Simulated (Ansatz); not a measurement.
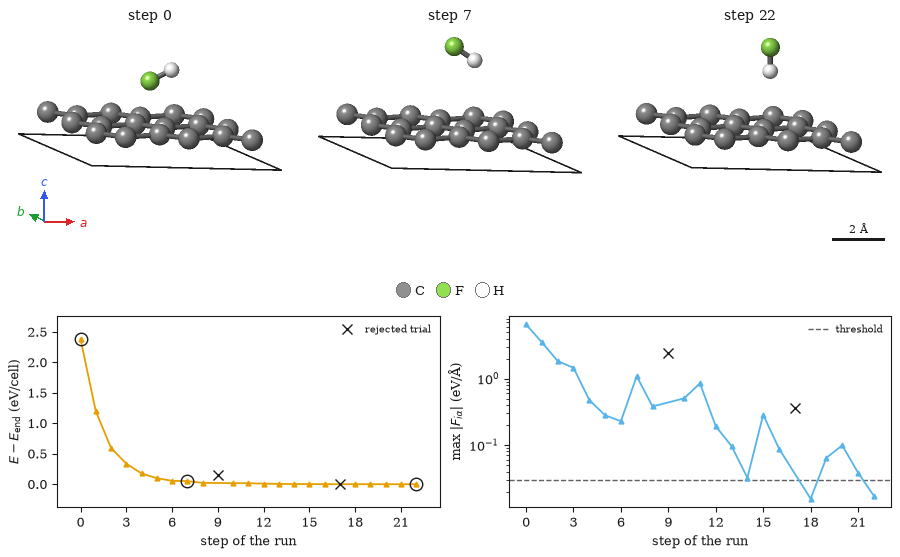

Frames of a relaxation of a slab of composition HC18F, marked on the history of the run. The picture is a ball-and-stick view of the cell of the calculation, outlined in the plane, without the vacuum (origin shifted), seen slightly off an axis.

It is HF on graphene monolayer, set down by a guess. The run prepares an end point of a later path (dissociation) calculation, from a guessed geometry.

Computed with Ansatz 0.2.0, DFT PBE, scalar-relativistic, plane waves, PAW.

Input
```yaml
crystal:
  lattice:
    - [7.398, 0.0, 0.0]
    - [-3.699, 6.406856, 0.0]
    - [0.0, 0.0, 11.0]
  atoms:
    - { symbol: C, position: [0.0, 0.0, 0.0909091] }
    - { symbol: C, position: [0.2222222, 0.1111111, 0.0909091] }
    - { symbol: C, position: [0.0, 0.3333333, 0.0909091] }
    - { symbol: C, position: [0.2222222, 0.4444444, 0.0909091] }
    - { symbol: C, position: [0.0, 0.6666667, 0.0909091] }
    - { symbol: C, position: [0.2222222, 0.7777778, 0.0909091] }
    - { symbol: C, position: [0.3333333, 0.0, 0.0909091] }
    - { symbol: C, position: [0.5555556, 0.1111111, 0.0909091] }
    - { symbol: C, position: [0.3333333, 0.3333333, 0.0909091] }
    - { symbol: C, position: [0.5555556, 0.4444444, 0.0909091] }
    - { symbol: C, position: [0.3333333, 0.6666667, 0.0909091] }
    - { symbol: C, position: [0.5555556, 0.7777778, 0.0909091] }
    - { symbol: C, position: [0.6666667, 0.0, 0.0909091] }
    - { symbol: C, position: [0.8888889, 0.1111111, 0.0909091] }
    - { symbol: C, position: [0.6666667, 0.3333333, 0.0909091] }
    - { symbol: C, position: [0.8888889, 0.4444444, 0.0909091] }
    - { symbol: C, position: [0.6666667, 0.6666667, 0.0909091] }
    - { symbol: C, position: [0.8888889, 0.7777778, 0.0909091] }
    - { symbol: F, position: [0.6045644, 0.7048099, 0.2536364] }
    - { symbol: H, position: [0.7350017, 0.7490368, 0.29] }
basis:
  ecutwfc: 420.0
kpoints:
  mp_grid: { grid: [2, 2, 1] }
hamiltonian:
  xc: pbe
scf:
  occupations: { method: gaussian, width: 0.02 }
  lower_state_search: "off"
relax:
  f_tol: 0.03
  max_steps: 60
  adjacent_minimum: "off"
```

Run as
```bash
ansatz run input.yaml --threads 1 --pin off --max-ram 3072MiB --backend cpu --events-out ev --progress --plain --runs-dir out
```

Q: Describe the path.

A: The largest move relative to the layer's centre is that of F19, 1.60 Å at 31° to the normal (+c side). By element the largest moves are F 1.60 Å, H 0.42 Å, C 0.10 Å. The cell stays as it was. Among the contacts that change: C11–C12 1.424 → 1.411 Å, C12–C17 1.424 → 1.436 Å, C10–C15 1.424 → 1.433 Å. Over 20 accepted moves (22 points after the start) the energy falls by 2.384 eV per cell of the calculation. Largest force component: 6.5 eV/Å at the start, 0.017 eV/Å at the end. The line search rejected the trial steps at points 9, 17 of the run. The forces were under the threshold at step 18, but the run went on from there. From step 0 to 7: F19 moves most (1.34 Å), energy −2.333 eV per cell of the calculation. From step 7 to 22: F19 moves most (0.74 Å), energy −51.6 meV per cell of the calculation.

Limits of the set-up: the periodic images lie only 7.4 Å apart, so the values are limited by the cell's size.
